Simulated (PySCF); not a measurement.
# Si2PH7: NMR shifts and electronic excitations in gas and solvents

Aim: compute the NMR shifts and electronic excitations of Si2PH7 (`[SiH3][SiH2]P`), and see what a dielectric continuum does where one was used.

Computed with PySCF 2.14.0, with density-fitted response routines of our own, on a single molecule, in the gas phase or a continuum. Atoms count from 0, in the outputs and in this text.

## 1. The molecule as given

10 atoms, charge 0, multiplicity 1; geometry from: GFN2-xTB. The atoms were then displaced at random by about 0.01 Å, so the start is not that level's minimum.

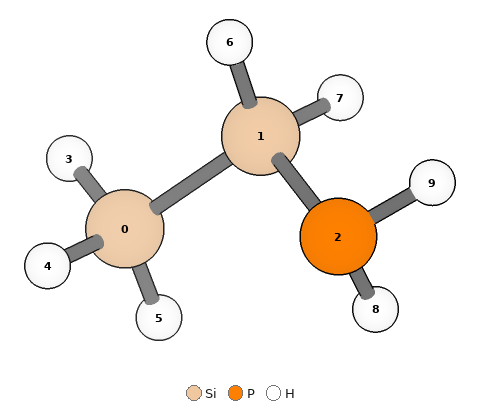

The starting geometry (silicon light orange, phosphorus orange, hydrogen white), atoms numbered.

## 2. Relaxing the molecule at PBE0-D3(BJ)/def2-SVP

What the job is given:

```
{"job": {"xc": "PBE0", "basis": "def2-SVP", "d3": "d3bj", "grid": 1, "shake": 0.01, "kind": "geom"}, "charge": 0, "multiplicity": 1}
Si    -1.676370    -0.353000     0.135120
Si     0.321350     0.753520    -0.200220
P      1.969660    -0.422200     0.734540
H     -2.762360     0.489870    -0.391910
H     -1.982930    -0.597880     1.532300
H     -1.765060    -1.613710    -0.563400
H      0.432190     2.071040     0.450480
H      0.649070     1.013110    -1.621750
H      1.869360    -1.495890    -0.088810
H      2.995520     0.134240    -0.007400
```

On the command line:

```sh
OMP_NUM_THREADS=1 python probes_run.py task.json out
```

One launch serves the whole session: the jobs run in the order shown.

Output:

```text
step   0  E = -923.86407875  max force = 0.037554
step   1  E = -923.87183663  max force = 0.007543
step   2  E = -923.87256945  max force = 0.002189
step   3  E = -923.87267855  max force = 0.000668
step   4  E = -923.87270750  max force = 0.000579
step   5  E = -923.87273178  max force = 0.000611
step   6  E = -923.87274222  max force = 0.000348
optimisation converged
```

It took 25 s on 1 thread of Intel Xeon Platinum 8175M at 2.50GHz, shared host; peak memory 0.39 GiB.

Relaxation path:

| step | energy from step 0 (eV) | largest force component (eV/Å) |
| --- | --- | --- |
| 0 | 0.0000 | 1.9311 |
| 1 | -0.2111 | 0.3879 |
| 2 | -0.2310 | 0.1126 |
| 3 | -0.2340 | 0.0343 |
| 4 | -0.2348 | 0.0298 |
| 5 | -0.2355 | 0.0314 |
| 6 | -0.2357 | 0.0179 |

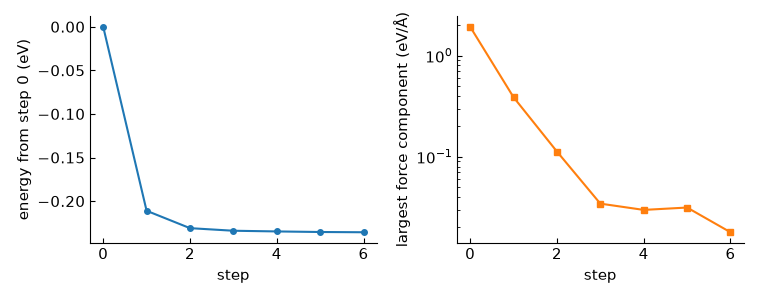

Energy and largest force along the relaxation.

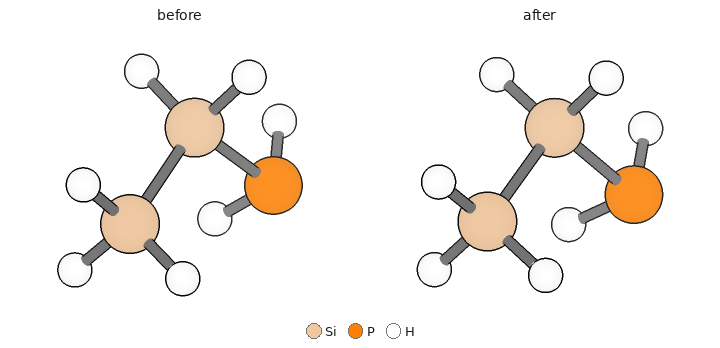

The geometry before (left) and after (right).

Close pairs (by a distance rule), those that changed most:

| bond | before (Å) | after (Å) | change (Å) |
| --- | --- | --- | --- |
| P2–H8 | 1.357 | 1.430 | +0.073 |
| Si0–H5 | 1.444 | 1.496 | +0.052 |
| P2–H9 | 1.383 | 1.429 | +0.047 |
| Si0–H4 | 1.451 | 1.495 | +0.044 |
| Si1–P2 | 2.230 | 2.274 | +0.044 |
| Si0–Si1 | 2.308 | 2.344 | +0.036 |
| Si0–H3 | 1.472 | 1.495 | +0.023 |
| Si1–H6 | 1.474 | 1.496 | +0.022 |

The end geometry stands in the next job.

| at the end point | value |
| --- | --- |
| point group (found at 0.08 Å tolerance) | C1 |
| rotational constants (GHz, main isotopes) | 9.299, 2.111, 1.817 |
| dipole moment (D) | 0.83 |

## 3. NMR shieldings: PBE0/pcSseg-1 in water

What the job is given:

```
{"job": {"kind": "nmr", "xc": "PBE0", "basis": "pcSseg-1", "solvent": "water", "pop": true}, "charge": 0, "multiplicity": 1}
Si    -1.611965    -0.249195     0.165957
Si     0.465073     0.791447    -0.146360
P      2.036498    -0.488177     0.884233
H     -2.716233     0.590377    -0.392493
H     -1.852186    -0.466078     1.625475
H     -1.616037    -1.576501    -0.523873
H      0.463051     2.134680     0.511930
H      0.731319     0.986056    -1.606926
H      1.906667    -1.551008    -0.063790
H      3.139892     0.108188     0.198526
```

Method: GIAO PBE0/pcSseg-1 NMR shielding, non-relativistic, IEF-PCM water.

Output:

```text
coarse grid: 9216 points
cycle   1  E = -924.1006888423  dE = -2.660e-01  |g| = 1.313e-01  |ddm| = 2.665e+00
cycle   2  E = -924.1038394129  dE = -3.151e-03  |g| = 7.442e-02  |ddm| = 2.730e-01
cycle   3  E = -924.1051839938  dE = -1.345e-03  |g| = 2.111e-02  |ddm| = 1.294e-01
cycle   4  E = -924.1052962120  dE = -1.122e-04  |g| = 2.218e-03  |ddm| = 2.947e-02
cycle   5  E = -924.1052975323  dE = -1.320e-06  |g| = 5.561e-04  |ddm| = 5.474e-03
final grid: 73384 points
cycle   6  E = -924.1218294983  dE = -8.261e-06  |g| = 1.991e-03  |ddm| = 1.433e-02
cycle   7  E = -924.1218297277  dE = -2.294e-07  |g| = 1.530e-03  |ddm| = 4.393e-03
cycle   8  E = -924.1218302765  dE = -5.488e-07  |g| = 1.328e-04  |ddm| = 2.262e-03
cycle   9  E = -924.1218302806  dE = -4.128e-09  |g| = 2.145e-05  |ddm| = 1.923e-04
cycle  10  E = -924.1218302808  dE = -1.312e-10  |g| = 8.490e-06  |ddm| = 4.269e-05
converged SCF energy = -924.1218302808

GIAO shielding tensors (ppm)
atom      isotropic    diamagn.    paramagn.     s11        s22        s33       span
  0 Si     453.925     879.810    -425.885    446.960    448.732    466.082     19.122
  1 Si     430.997     880.558    -449.561    404.618    427.702    460.671     56.053
  2 P      607.985     967.139    -359.154    547.600    590.289    686.066    138.466
  3 H       27.602      28.484      -0.882     24.311     25.094     33.401      9.090
  4 H       27.765      28.733      -0.968     24.508     26.020     32.767      8.259
  5 H       27.773      28.994      -1.220     24.492     26.066     32.762      8.270
  6 H       27.335      29.122      -1.787     24.008     25.203     32.793      8.785
  7 H       26.971      29.451      -2.480     23.109     25.066     32.739      9.630
  8 H       29.358      29.493      -0.135     24.055     26.954     37.065     13.010
  9 H       28.937      28.434       0.503     23.514     25.675     37.621     14.107
```

Run time: 11 s. Hardware: 1 thread of Intel Xeon Platinum 8175M at 2.50GHz, shared host; peak memory 0.51 GiB.

The references, computed at this level on geometries of the same kind, shield at (ppm): 1H TMS 31.24, 29Si TMS 351.8, 31P PH3 587.1. Their shielding less the atom's gives the shift. The references are single molecules in the same continuum, so shifts against H2O, NH3, PH3, H3PO4 or CFCl3 are not on the usual liquid scales and can be off by tens of ppm. Atoms listed in one row are averaged.

| atoms | environment | σ (ppm) | δ (ppm) |
| --- | --- | --- | --- |
| H6, H7 | hydrogen on a silicon bonded to P, Si | 27.15 | 4.09 |
| H3, H4, H5 | hydrogen on a silicon bonded to Si | 27.71 | 3.53 |
| H8, H9 | hydrogen on a phosphorus bonded to Si | 29.15 | 2.09 |
| Si1 | silicon bonded to P, Si, 2 H | 431.0 | -79.2 |
| Si0 | silicon bonded to Si, 3 H | 453.9 | -102.2 |
| P2 | phosphorus bonded to Si, 2 H | 608.0 | -20.9 |

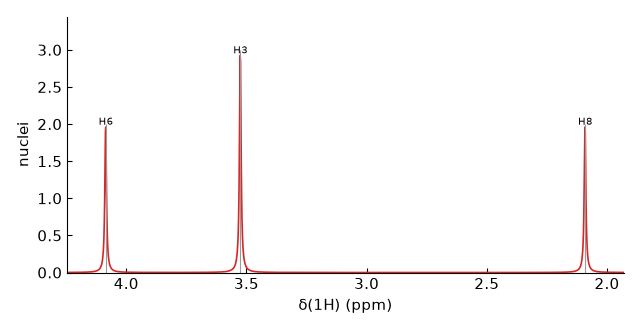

1H lines at the computed shifts, without couplings. Lines are broadened to a width of 0.01 ppm (Lorentzian).

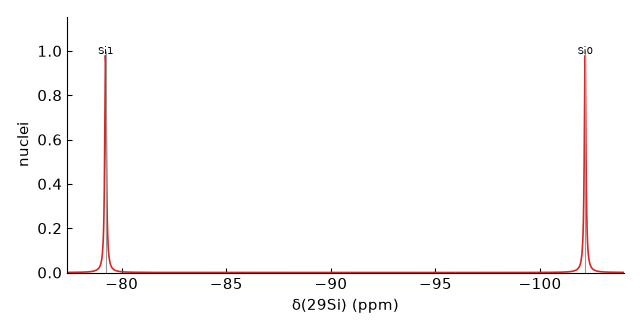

29Si lines at the computed shifts, without couplings. Lines are broadened to a width of 0.09 ppm (Lorentzian).

Charges from the same density, by scheme (e):

| atoms | Mulliken | IAO | Hirshfeld | ESP fit |
| --- | --- | --- | --- | --- |
| Si0 | 0.22 | 0.28 | 0.21 | 0.18 |
| Si1 | 0.13 | 0.27 | 0.19 | 0.29 |
| P2 | -0.27 | -0.13 | -0.04 | -0.42 |

Hirshfeld charges:

| atom | value (e) |
| --- | --- |
| Si0 | 0.21 |
| Si1 | 0.19 |
| P2 | -0.04 |
| H3 | -0.07 |
| H4 | -0.07 |
| H5 | -0.07 |
| H6 | -0.07 |
| H7 | -0.07 |
| H8 | 0.00 |
| H9 | 0.00 |

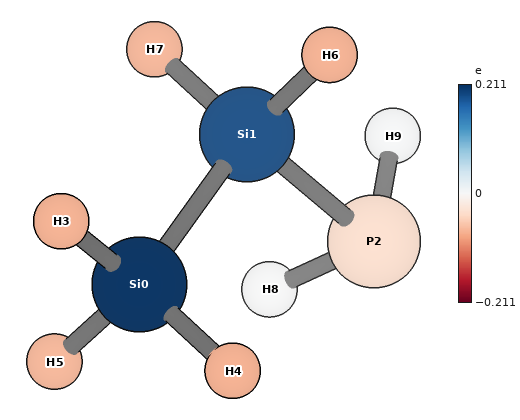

Hirshfeld charges, as colours on the atoms.

Mayer bond orders: Si0–Si1 0.90, Si1–P2 0.97.

## 4. Excited states and response: CAM-B3LYP/def2-SVPD

Settings changed since step 3:

```diff
@@ -1,2 +1,2 @@
-{"job": {"kind": "nmr", "xc": "PBE0", "basis": "pcSseg-1", "solvent": "water", "pop": true}, "charge": 0, "multiplicity": 1}
+{"job": {"kind": "uv", "xc": "CAM-B3LYP", "basis": "def2-SVPD", "dynamic": true, "nstates": 6, "ntriplets": 0}, "charge": 0, "multiplicity": 1}
 Si    -1.611965    -0.249195     0.165957
```

Level: TDDFT CAM-B3LYP/def2-SVPD, vertical, gas phase, core orbitals frozen in the response.

Output:

```text
coarse grid: 9216 points
cycle   1  E = -924.1340765990  dE = -3.143e-01  |g| = 1.592e-01  |ddm| = 3.076e+00
cycle   2  E = -924.1433959431  dE = -9.319e-03  |g| = 7.851e-02  |ddm| = 4.364e-01
cycle   3  E = -924.1456881345  dE = -2.292e-03  |g| = 2.156e-02  |ddm| = 1.850e-01
cycle   4  E = -924.1458930794  dE = -2.049e-04  |g| = 3.969e-03  |ddm| = 5.639e-02
cycle   5  E = -924.1458999434  dE = -6.864e-06  |g| = 5.601e-04  |ddm| = 1.032e-02
final grid: 73384 points
cycle   6  E = -924.2571307961  dE = -2.687e-06  |g| = 4.689e-04  |ddm| = 1.428e-02
cycle   7  E = -924.2571308632  dE = -6.710e-08  |g| = 2.519e-04  |ddm| = 2.173e-03
cycle   8  E = -924.2571308859  dE = -2.272e-08  |g| = 4.469e-05  |ddm| = 5.841e-04
cycle   9  E = -924.2571308868  dE = -8.667e-10  |g| = 1.056e-05  |ddm| = 1.599e-04
converged SCF energy = -924.2571308868

Static polarisability (au): isotropic 88.973, principal 74.820 84.701 107.398

Singlet excitations
state   eV       nm        f      main configurations
  1   6.3699    194.6   0.03024   H->L 0.47, H->L+1 0.22, H->L+2 0.11
  2   6.6149    187.4   0.02271   H->L 0.38, H->L+3 0.22, H->L+2 0.19
  3   6.8159    181.9   0.14430   H->L+1 0.56, H-1->L+1 0.11, H->L 0.08
  4   7.1335    173.8   0.14266   H-1->L+1 0.50, H-1->L 0.24
  5   7.1689    172.9   0.00565   H->L+4 0.48, H->L+3 0.20, H-1->L+3 0.10
  6   7.3285    169.2   0.01411   H-1->L 0.62, H-1->L+1 0.26
```

Wall time 18 s (1 thread of Intel Xeon Platinum 8175M at 2.50GHz, shared host); peak memory 0.59 GiB.

The orbitals next to the gap, with their largest atomic shares:

| orbital | eV | atoms |
| --- | --- | --- |
| HOMO−3 | -11.07 | Si0 31 %, H4 24 %, Si1 13 % |
| HOMO−2 | -10.57 | Si1 27 %, P2 24 %, H6 20 % |
| HOMO−1 | -9.51 | Si0 31 %, Si1 31 %, P2 12 % |
| HOMO | -8.85 | P2 64 %, Si1 16 %, H8 6 % |
| LUMO | 0.78 | Si1 26 %, P2 19 %, Si0 16 % |
| LUMO+1 | 0.84 | P2 26 %, Si1 24 %, Si0 20 % |
| LUMO+2 | 1.09 | Si0 36 %, Si1 14 %, P2 10 % |

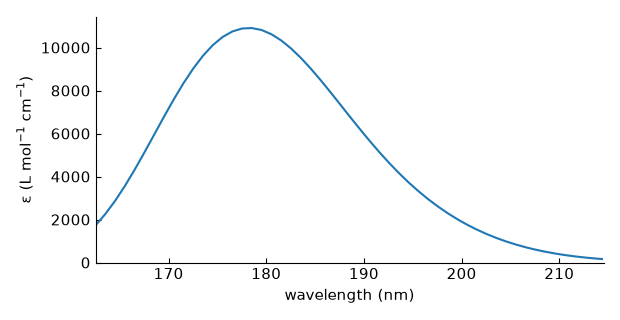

Absorption spectrum: each of the 6 states is a Gaussian band of 0.4 eV half-width at 1/e. Beyond the last state computed it falls off for lack of states.

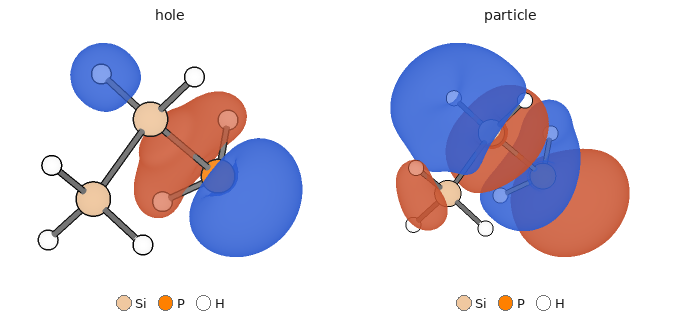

Leading natural transition orbitals of singlet state 3: the electron leaves the hole (left) for the particle orbital (right).

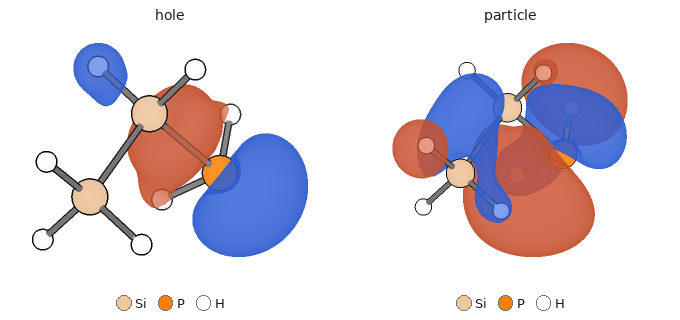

Leading natural transition orbitals of singlet state 1: the electron leaves the hole (left) for the particle orbital (right).

Ground-state properties from the same run:

| property | computed |
| --- | --- |
| dipole moment (D) | 0.67 |
| polarisability (Å³) | 13.18 |
| HOMO–LUMO gap (eV) | 9.63 |
| −ε(HOMO) (eV) | 8.85 |
| C6 with itself (au) | 2451 |

Orbitals, density, ELF and potential are computed afterwards from the orbital file.

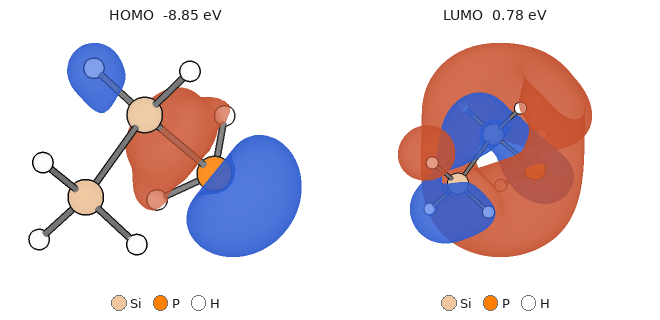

CAM-B3LYP/def2-SVPD orbitals near the gap, drawn at the value that encloses 70 % of each; the two colours are the two signs.

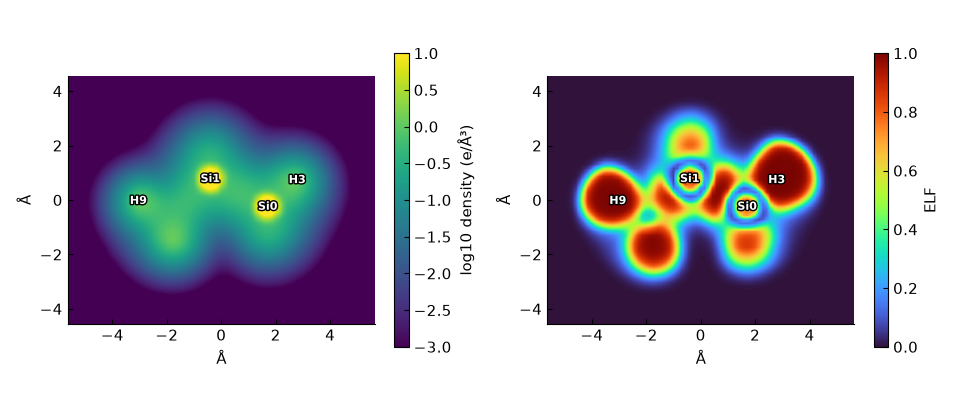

Density (left) and ELF (right) in a plane through or near 4 of the atoms.

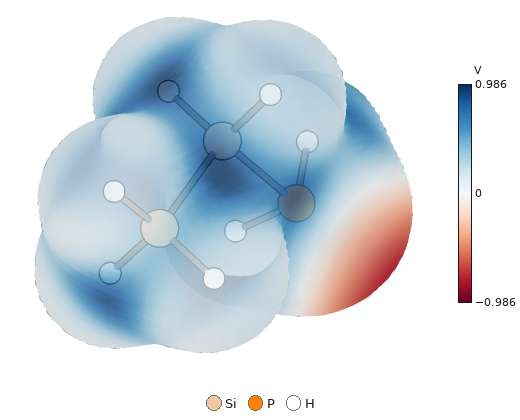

The potential that a unit positive charge feels on the 0.002 e/bohr³ surface, from the 1st to the 99th percentile, from -0.67 V near P2 to 0.99 V near H8.

## 5. Excited states and response: CAM-B3LYP/def2-SVPD in water

Settings changed since step 4:

```diff
@@ -1,2 +1,2 @@
-{"job": {"kind": "uv", "xc": "CAM-B3LYP", "basis": "def2-SVPD", "dynamic": true, "nstates": 6, "ntriplets": 0}, "charge": 0, "multiplicity": 1}
+{"job": {"kind": "uv", "xc": "CAM-B3LYP", "basis": "def2-SVPD", "solvent": "water", "nstates": 6, "ntriplets": 0}, "charge": 0, "multiplicity": 1}
 Si    -1.611965    -0.249195     0.165957
```

Level: TDDFT CAM-B3LYP/def2-SVPD, vertical, IEF-PCM water (non-equilibrium linear response), core orbitals frozen in the response.

Output:

```text
coarse grid: 9216 points
cycle   1  E = -924.1367851123  dE = -3.165e-01  |g| = 1.512e-01  |ddm| = 3.078e+00
cycle   2  E = -924.1461828854  dE = -9.398e-03  |g| = 6.015e-02  |ddm| = 4.369e-01
cycle   3  E = -924.1475661502  dE = -1.383e-03  |g| = 1.805e-02  |ddm| = 1.643e-01
cycle   4  E = -924.1477142257  dE = -1.481e-04  |g| = 2.901e-03  |ddm| = 5.430e-02
cycle   5  E = -924.1477185434  dE = -4.318e-06  |g| = 5.748e-04  |ddm| = 9.337e-03
final grid: 73384 points
cycle   6  E = -924.2589440322  dE = -2.715e-06  |g| = 4.685e-04  |ddm| = 1.428e-02
cycle   7  E = -924.2589441081  dE = -7.594e-08  |g| = 2.215e-04  |ddm| = 2.170e-03
cycle   8  E = -924.2589441255  dE = -1.738e-08  |g| = 3.819e-05  |ddm| = 5.707e-04
cycle   9  E = -924.2589441263  dE = -8.270e-10  |g| = 8.375e-06  |ddm| = 1.580e-04
converged SCF energy = -924.2589441263

Static polarisability (au): isotropic 128.883, principal 112.435 125.012 149.204

Singlet excitations
state   eV       nm        f      main configurations
  1   6.4475    192.3   0.06231   H->L+1 0.53, H->L 0.14, H->L+3 0.11
  2   6.7005    185.0   0.04649   H->L+3 0.29, H->L 0.25, H->L+2 0.14
  3   6.7898    182.6   0.23563   H->L 0.49, H->L+1 0.26
  4   7.1013    174.6   0.18836   H-1->L+1 0.80
  5   7.2176    171.8   0.00736   H->L+4 0.43, H-1->L+3 0.13, H->L+3 0.12
  6   7.3191    169.4   0.02795   H-1->L 0.80, H->L+4 0.08
```

It took 12 s on 1 thread of Intel Xeon Platinum 8175M at 2.50GHz, shared host; peak memory 0.61 GiB.

This run: HOMO -8.75 eV, LUMO 0.98 eV; lowest singlet 6.45 eV.

## 6. Run by run: electronic excitations

Excitations and ground-state properties, with basis size and wall time:

| run | lowest singlet (eV) | brightest (eV) | f | gap (eV) | α (Å³) | μ (D) | functions | time |
| --- | --- | --- | --- | --- | --- | --- | --- | --- |
| CAM-B3LYP/def2-SVPD | 6.37 | 6.82 | 0.144 | 9.63 | 13.18 | 0.67 | 128 | 18 s |
| CAM-B3LYP/def2-SVPD in water | 6.45 | 6.79 | 0.236 | 9.72 | 19.10 | 1.05 | 128 | 12 s |

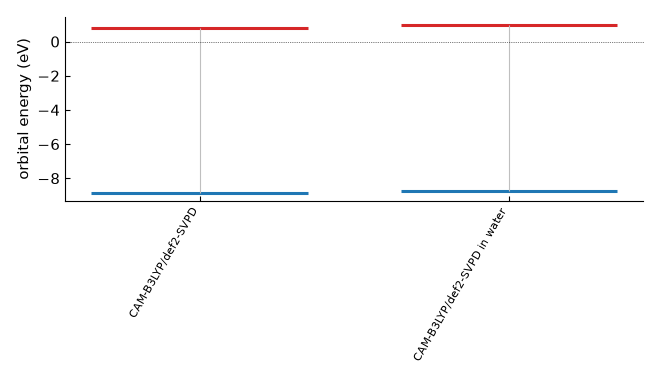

HOMO (blue) and LUMO (red) run by run.

## 7. What came out

```
                                                                     quantity                        value
                                                                  point group                           C1
                                         rotational constants (main isotopes)         9.30, 2.11, 1.82 GHz
1H shifts against TMS (PBE0/pcSseg-1, water, means over atoms taken as alike)         4.09, 3.53, 2.09 ppm
                               29Si shifts against TMS (PBE0/pcSseg-1, water)            -79.2, -102.2 ppm
                                31P shifts against PH3 (PBE0/pcSseg-1, water)                    -20.9 ppm
                                         lowest singlet (CAM-B3LYP/def2-SVPD)  6.37 eV (195 nm), f = 0.030
                                     brightest single state of those computed  state 3, 6.82 eV, f = 0.144
                                        surface potential, 1st and 99th percentile           -0.67 V and 0.99 V
                                                  range of the lowest singlet              6.37 to 6.45 eV
```

**Reading.** Relaxing lowered the energy by 0.236 eV in 6 steps; the close pair that moved most is P2–H8, from 1.357 to 1.430 Å. At PBE0/pcSseg-1: Shielding is most anisotropic at P2 (span 138 ppm, paramagnetic term -359 ppm). The first singlet state (HOMO→LUMO 0.47, HOMO→LUMO+1 0.22) lies at 6.37 eV and is weak; of the 6 states computed, the strongest absorption comes from state 3 at 6.82 eV. The lowest singlet runs from 6.37 eV (CAM-B3LYP/def2-SVPD) to 6.45 eV (CAM-B3LYP/def2-SVPD in water), while the orbital gap spans 9.63 to 9.72 eV. The lowest state need not be the same one in every run.
